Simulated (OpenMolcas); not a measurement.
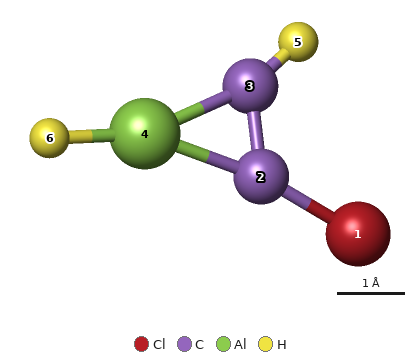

*The structure (ball-and-stick view, seen at a tilt; atoms are numbered from 1 in the order of the input). Sticks mark near contacts.*

Bond lengths as drawn: Al–C 1.93 to 1.95 Å, Al–H 1.56 Å, C–C 1.39 Å, C–Cl 1.74 Å and C–H 1.09 Å.

## Run report: C2H2AlCl, excited-state calculation (part 1 of 4)

System: C2H2AlCl.
Method: CASSCF/ANO-S-VDZP (OpenMolcas 26.06).

The geometry comes from this level: GFN2-xTB.

**The input**
```
* C2H2AlCl CASSCF

&GATEWAY
  Coord
  6
  bohr
  Cl    -0.99165268    -4.62383857     0.24668485
  C     -0.69010908    -1.35939339     0.01719651
  C      1.61622606    -0.14720967     0.30303648
  Al    -1.01527426     2.28876069    -0.38760173
  H      3.42979622    -1.02648033     0.69196102
  H     -2.34898626     4.86818016    -0.87129602
  Basis=ANO-S-VDZP
  Group=NoSym
  RICD

&SEWARD

&RASSCF
  FileOrb=$CurrDir/step1.UnaOrb
  Spin=1
  Nactel=2 0 0
  Inactive=21
  Ras2=2
  CIRoot=3 3 1
  OrbListing=NoCore
```

Run as:
```bash
export MOLCAS_MEM=1860
pymolcas step2.inp > step2.log
```

**What the program printed**
```
--- Start Module: gateway ---

                                              &GATEWAY

                       available to each process: 1.9 GB of memory, 1 thread

++    Symmetry information:
      ---------------------

                    Character Table for C1

                             E
                    a        1  x, y, xy, Rz, z, xz, Ry, yz, Rx, I
--

++    Basis set information:
      ----------------------

      Basis set label: CL.ANO-S...4S3P1D.

      Electronic valence basis set:
      ------------------
      Associated Effective Charge  17.000000 au
      Associated Actual Charge     17.000000 au
      Nuclear Model: Point charge

      Shell  nPrim  nBasis  Cartesian Spherical Contaminant
         s      13       4        X
         p      10       3        X
         d       4       1                 X

      Basis set label: C.ANO-S...3S2P1D.

      Electronic valence basis set:
      ------------------
      Associated Effective Charge   6.000000 au
      Associated Actual Charge      6.000000 au
      Nuclear Model: Point charge

      Shell  nPrim  nBasis  Cartesian Spherical Contaminant
         s      10       3        X
         p       6       2        X
         d       3       1                 X

      Basis set label: AL.ANO-S...4S3P1D.

      Electronic valence basis set:
      ------------------
      Associated Effective Charge  13.000000 au
      Associated Actual Charge     13.000000 au
      Nuclear Model: Point charge

      Shell  nPrim  nBasis  Cartesian Spherical Contaminant
         s      13       4        X
         p      10       3        X
         d       4       1                 X

      Basis set label: H.ANO-S...2S1P.

      Electronic valence basis set:
      ------------------
      Associated Effective Charge   1.000000 au
      Associated Actual Charge      1.000000 au
      Nuclear Model: Point charge

      Shell  nPrim  nBasis  Cartesian Spherical Contaminant
         s       7       2        X
         p       3       1        X
--

++    Molecular structure info:
      -------------------------

                    ************************************************
                    **** Cartesian Coordinates / bohr, angstrom ****
                    ************************************************

     Center  Label                x              y              z                     x              y              z
        1      CL1             -0.991653      -4.623839       0.246685             -0.524760      -2.446830       0.130540
        2      C2              -0.690109      -1.359393       0.017197             -0.365190      -0.719360       0.009100
        3      C3               1.616226      -0.147210       0.303036              0.855270      -0.077900       0.160360
        4      AL4             -1.015274       2.288761      -0.387602             -0.537260       1.211160      -0.205110
        5      H5               3.429796      -1.026480       0.691961              1.814970      -0.543190       0.366170
        6      H6              -2.348986       4.868180      -0.871296             -1.243030       2.576130      -0.461070

                    ***************************************
                    *    InterNuclear Distances / bohr    *
                    ***************************************

               1 CL1           2 C2            3 C3            4 AL4           5 H5            6 H6
    1 CL1      0.000000
    2 C2       3.286365        0.000000
    3 C3       5.181159        2.621121        0.000000
    4 AL4      6.941679        3.684918        3.651811        0.000000
    5 H5       5.717383        4.188049        2.052661        5.649330        0.000000
    6 H6       9.653531        6.505687        6.500469        2.943833        8.401495        0.000000

                    *******************************************
                    *    InterNuclear Distances / angstrom    *
                    *******************************************

               1 CL1           2 C2            3 C3            4 AL4           5 H5            6 H6
    1 CL1      0.000000
    2 C2       1.739070        0.000000
    3 C3       2.741752        1.387038        0.000000
    4 AL4      3.673378        1.949975        1.932455        0.000000
    5 H5       3.025509        2.216220        1.086221        2.989497        0.000000
    6 H6       5.108428        3.442661        3.439900        1.557809        4.445880        0.000000

                    **************************************
                    *    Valence Bond Angles / degree    *
                    **************************************
                          Atom centers                 Phi
                      2 C2       3 C3       5 H5       126.87
--

            Nuclear Potential Energy            156.59348996 au

--- Stop Module: gateway /rc=_RC_ALL_IS_WELL_ ---

--- Start Module: seward ---

                                              &SEWARD

                       available to each process: 1.9 GB of memory, 1 thread

               SEWARD will generate:
                  Multipole Moment integrals up to order  2
                  Kinetic Energy integrals
                  Nuclear Attraction integrals (point charge)
                  One-Electron Hamiltonian integrals
                  Velocity integrals
                  Orbital angular momentum around ( -0.5669  -1.2976   0.0208 )
                  Velocity quadrupole around ( -0.5669  -1.2976   0.0208 )
                  RI decomposed two-electron repulsion integrals stored Cholesky style
                   - acCD auxiliary basis
                   - CD Threshold:   1.00E-04

                   Integrals are discarded if absolute value <: 1.00E-14
                   Integral cutoff threshold is set to       <: 1.00E-16

            Nuclear Potential Energy            156.59348996 au

      Basis set specifications :
      Symmetry species         a
      Basis functions           74

--- Stop Module: seward /rc=_RC_ALL_IS_WELL_ ---
--- Module seward spent 1 second ---

--- Start Module: rasscf ---

                                              &RASSCF

                       available to each process: 1.9 GB of memory, 1 thread

      Header of the ONEINT file:
      --------------------------

      OrdInt status: non-squared

      Cartesian coordinates in angstrom:
      -----------------------------------------------------
      No.  Label        X            Y            Z
      -----------------------------------------------------
       1   CL1       -0.52476000  -2.44683000   0.13054000
       2   C2        -0.36519000  -0.71936000   0.00910000
       3   C3         0.85527000  -0.07790000   0.16036000
       4   AL4       -0.53726000   1.21116000  -0.20511000
       5   H5         1.81497000  -0.54319000   0.36617000
       6   H6        -1.24303000   2.57613000  -0.46107000
      -----------------------------------------------------
      Nuclear repulsion energy =  156.59348996

++    Wave function specifications:
      -----------------------------

      Number of closed shell electrons          42
      Number of electrons in active shells       2
      Max number of holes in RAS1 space          0
      Max nr of electrons in RAS3 space          0
      Number of inactive orbitals               21
      Number of active orbitals                  2
      Number of secondary orbitals              51
      Spin quantum number                      0.0
      State symmetry                             1
--

++    Orbital specifications:
      -----------------------

      Symmetry species                           1
                                                 a
      Frozen orbitals                            0
      Inactive orbitals                         21
      Active orbitals                            2
      RAS1 orbitals                              0
      RAS2 orbitals                              2
      RAS3 orbitals                              0
      Secondary orbitals                        51
      Deleted orbitals                           0
      Number of basis functions                 74
--

++    CI expansion specifications:
      ----------------------------

      Number of CSFs                             3
      Number of spin combinations                3
      Number of determinants                     4
      Number of root(s) required                 3
      Root chosen for geometry opt.              3
      CI roots used                              1     2     3
      weights                                0.333 0.333 0.333
      highest root included in the CI            3
      max. size of the explicit Hamiltonian      3
--

++    Optimization specifications:
      ----------------------------

      RASSCF algorithm: LK RI/DF
      Maximum number of macro iterations       200
      Maximum number of SX iterations          100
      Threshold for RASSCF energy            1.000E-08
      Threshold for max MO rotation          1.000E-01
      Threshold for max BLB element          1.000E-04
      Level shift parameter                  5.000E-01
      Make Quasi-Newton update
--

      The MO-coefficients are taken from the file:
      step1.UnaOrb
      Title:UHF natural orbitals

      Total molecular charge    0.00

      ************************************************************************************************************************
      *                                            Wave function control section                                             *
      ************************************************************************************************************************

                                         RASSCF iterations: Energy and convergence statistics
                                         ----------------------------------------------------

          iter iter root      energy       change     param      element    value   shift minimum  type update hh:mm:ss
 Nr of preliminary CI iterations:   1
        1   1   14    0  -777.93700082    0.00E+00  -5.48E-02   23  28 1 -6.23E-02*  0.35   0.00    SX    NO    0:00:00
        2   1   14    0  -777.96560182   -2.86E-02* -3.87E-02   23  26 1 -3.62E-02*  0.32   0.00    SX    NO    0:00:00
        3   1   13    0  -777.97697686   -1.14E-02*  3.04E-02   23  26 1 -2.46E-02*  0.32   0.00    SX    NO    0:00:00
        4   1   13    0  -777.98241049   -5.43E-03*  2.53E-02   19  22 1  1.83E-02*  0.32   0.00    SX    NO    0:00:00
        5   1   13    0  -777.98521988   -2.81E-03*  3.36E-02   19  22 1  1.45E-02*  0.32   2.50    LS   YES    0:00:00
        6   1   12    0  -777.98755740   -2.34E-03*  2.78E-02   19  22 1  9.04E-03*  0.32   1.91    LS   YES    0:00:00
        7   1   12    0  -777.98825322   -6.96E-04*  1.10E-02   17  27 1 -4.51E-03*  0.32   1.11    QN   YES    0:00:00
        8   1   12    0  -777.98861933   -3.66E-04*  2.43E-02   23  28 1  3.69E-03*  0.32   2.47    QN   YES    0:00:00
        9   1   12    0  -777.98911295   -4.94E-04* -1.25E-02   23  32 1  2.81E-03*  0.32   1.42    QN   YES    0:00:00
       10   1   12    0  -777.98929495   -1.82E-04* -2.19E-02   23  32 1  2.58E-03*  0.32   2.11    QN   YES    0:00:00
       11   1   12    0  -777.98955243   -2.57E-04*  4.09E-02   23  26 1 -3.23E-03*  0.32   2.27    QN   YES    0:00:00
       12   1   12    0  -777.98998197   -4.30E-04*  6.35E-02   19  22 1 -4.99E-03*  0.32   1.95    QN   YES    0:00:00
       13   1   13    0  -777.99057074   -5.89E-04*  5.26E-02   19  22 1 -6.31E-03*  0.31   1.37    QN   YES    0:00:00
       14   1   13    0  -777.99120248   -6.32E-04*  4.63E-02   20  24 1 -6.16E-03*  0.31   1.61    QN   YES    0:00:00
       15   1   13    0  -777.99221898   -1.02E-03*  3.02E-02   21  22 1  5.50E-03*  0.31   1.67    QN   YES    0:00:00
       16   1   12    0  -777.99314623   -9.27E-04*  3.31E-02   21  22 1  5.45E-03*  0.31   1.61    QN   YES    0:00:00
       17   1   12    0  -777.99380810   -6.62E-04*  4.42E-02   21  22 1  5.55E-03*  0.31   1.95    QN   YES    0:00:00
       18   1   12    0  -777.99464328   -8.35E-04*  7.62E-02   19  22 1  6.29E-03*  0.31   1.95    QN   YES    0:00:00
       19   1   13    0  -777.99573152   -1.09E-03*  1.19E-01*  19  22 1  7.87E-03*  0.30   1.92    QN   YES    0:00:00
       20   1   13    0  -777.99757854   -1.85E-03*  1.46E-01*  20  24 1  1.11E-02*  0.30   1.74    QN   YES    0:00:00
       21   1   13    0  -777.99990764   -2.33E-03* -1.53E-01*  20  24 1  1.42E-02*  0.30   1.66    QN   YES    0:00:00
       22   1   14    0  -778.00319793   -3.29E-03*  1.33E-01*  20  24 1  1.43E-02*  0.30   1.59    QN   YES    0:00:00
       23   1   14    0  -778.00740591   -4.21E-03*  1.05E-01*  23  27 1 -1.20E-02*  0.30   1.95    QN   YES    0:00:00
       24   1   14    0  -778.01309088   -5.68E-03*  1.07E-01*  23  27 1 -1.09E-02*  0.30   1.85    QN   YES    0:00:00
       25   1   14    0  -778.01769238   -4.60E-03*  4.80E-02   23  24 1 -1.00E-02*  0.29   1.90    QN   YES    0:00:00
       26   1   13    0  -778.02151060   -3.82E-03*  1.25E-01*  20  24 1 -9.11E-03*  0.29   1.63    QN   YES    0:00:00
       27   1   13    0  -778.02401833   -2.51E-03* -4.19E-02   20  24 1 -1.17E-02*  0.28   1.35    QN   YES    0:00:00
       28   1   13    0  -778.02618309   -2.16E-03* -4.28E-02   23  42 1  7.06E-03*  0.28   1.26    QN   YES    0:00:00
       29   1   13    0  -778.02735326   -1.17E-03* -1.40E-02   20  24 1 -3.71E-03*  0.28   1.53    QN   YES    0:00:00
       30   1   12    0  -778.02782862   -4.75E-04*  9.41E-03   23  24 1 -2.41E-03*  0.28   1.11    QN   YES    0:00:00
       31   1   11    0  -778.02794178   -1.13E-04* -1.11E-02   23  24 1 -2.10E-03*  0.28   1.51    QN   YES    0:00:00
       32   1   12    0  -778.02803910   -9.73E-05*  1.65E-02   23  24 1 -2.04E-03*  0.28   2.05    QN   YES    0:00:00
       33   1   12    0  -778.02814574   -1.07E-04*  2.08E-02   23  24 1 -1.85E-03*  0.28   1.85    QN   YES    0:00:00
       34   1   12    0  -778.02824742   -1.02E-04* -2.93E-02   23  24 1 -1.60E-03*  0.28   2.14    QN   YES    0:00:00
       35   1   12    0  -778.02836608   -1.19E-04* -2.89E-02   20  22 1  1.31E-03*  0.28   1.92    QN   YES    0:00:00
       36   1   11    0  -778.02846522   -9.91E-05* -2.10E-02   23  35 1 -1.47E-03*  0.28   1.78    QN   YES    0:00:00
       37   1   11    0  -778.02853044   -6.52E-05* -1.11E-02   23  35 1 -1.21E-03*  0.28   1.67    QN   YES    0:00:00
       38   1   11    0  -778.02856731   -3.69E-05*  5.81E-03   20  22 1  7.48E-04*  0.28   1.66    QN   YES    0:00:00
       39   1   11    0  -778.02858955   -2.22E-05*  5.34E-03   20  22 1  6.51E-04*  0.28   1.69    QN   YES    0:00:00
       40   1   11    0  -778.02860417   -1.46E-05*  4.92E-03   20  22 1  5.40E-04*  0.28   1.69    QN   YES    0:00:00
       41   1   10    0  -778.02861378   -9.61E-06*  4.36E-03   20  22 1  3.98E-04*  0.28   1.69    QN   YES    0:00:00
       42   1   10    0  -778.02862007   -6.29E-06*  3.37E-03   23  35 1  3.66E-04*  0.28   1.66    QN   YES    0:00:00
       43   1   10    0  -778.02862381   -3.74E-06*  1.91E-03   23  35 1  2.36E-04*  0.28   1.58    QN   YES    0:00:00
       44   1    9    0  -778.02862559   -1.78E-06*  7.16E-04   20  33 1 -1.46E-04*  0.28   1.50    QN   YES    0:00:00
       45   1    9    0  -778.02862627   -6.81E-07* -5.10E-04   20  33 1 -1.15E-04*  0.28   1.47    QN   YES    0:00:00
       46   1    8    0  -778.02862652   -2.47E-07* -3.54E-04   20  33 1 -5.45E-05   0.28   1.49    QN   YES    0:00:00
       47   1    8    0  -778.02862661   -9.67E-08* -1.62E-04   23  33 1 -3.66E-05   0.28   1.52    QN   YES    0:00:00
       48   1    8    0  -778.02862666   -4.36E-08* -1.87E-04   23  33 1 -3.17E-05   0.28   1.62    QN   YES    0:00:00
       49   1    7    0  -778.02862668   -2.74E-08*  2.51E-04   23  33 1 -2.47E-05   0.28   1.84    QN   YES    0:00:00
       50   1    7    0  -778.02862671   -2.53E-08*  3.19E-04   23  25 1  1.91E-05   0.28   1.88    QN   YES    0:00:00
       51   1    7    0  -778.02862673   -2.51E-08*  3.06E-04   23  34 1 -1.69E-05   0.28   1.80    QN   YES    0:00:00
       52   1    7    0  -778.02862675   -2.01E-08*  1.77E-04   23  34 1 -1.52E-05   0.28   1.62    QN   YES    0:00:00
       53   1    6    0  -778.02862677   -1.06E-08*  5.25E-05   15  22 1  9.90E-06   0.28   1.46    QN   YES    0:00:00
       54   1    6    0  -778.02862677   -3.46E-09  -2.37E-05   23  26 1 -5.30E-06   0.28   1.37    QN   YES    0:00:00
      Convergence after 54 iterations
       55   1    6    0  -778.02862677   -8.10E-10  -2.37E-05   18  22 1  2.61E-06   0.28   1.37    QN   YES    0:00:00

      ************************************************************************************************************************
                                                      Wave function printout:
                       occupation of active orbitals, and spin coupling of open shells (u,d: Spin up or down)
      ************************************************************************************************************************

      Note: transformation to natural orbitals
      has been made, which may change the order of the CSFs.

      printout of CI-coefficients larger than  0.05 for root  1
      energy=    -778.248776
      conf/sym  11     Coeff  Weight
             1  20   0.47634 0.22690
             2  ud  -0.72852 0.53074
             3  02   0.49230 0.24236

      printout of CI-coefficients larger than  0.05 for root  2
      energy=    -778.042671
      conf/sym  11     Coeff  Weight
             1  20   0.70873 0.50230
             3  02  -0.70535 0.49752

      printout of CI-coefficients larger than  0.05 for root  3
      energy=    -777.794433
      conf/sym  11     Coeff  Weight
             1  20   0.52038 0.27080
             2  ud   0.68490 0.46909
             3  02   0.51002 0.26012

      Natural orbitals and occupation numbers for root  1
      sym 1:   0.001907   1.998093

      Natural orbitals and occupation numbers for root  2
      sym 1:   1.004781   0.995219

      Natural orbitals and occupation numbers for root  3
      sym 1:   1.998093   0.001907

      ************************************************************************************************************************
      *                                                    Final results                                                     *
      ************************************************************************************************************************

++    Final optimization conditions:
      ------------------------------
```
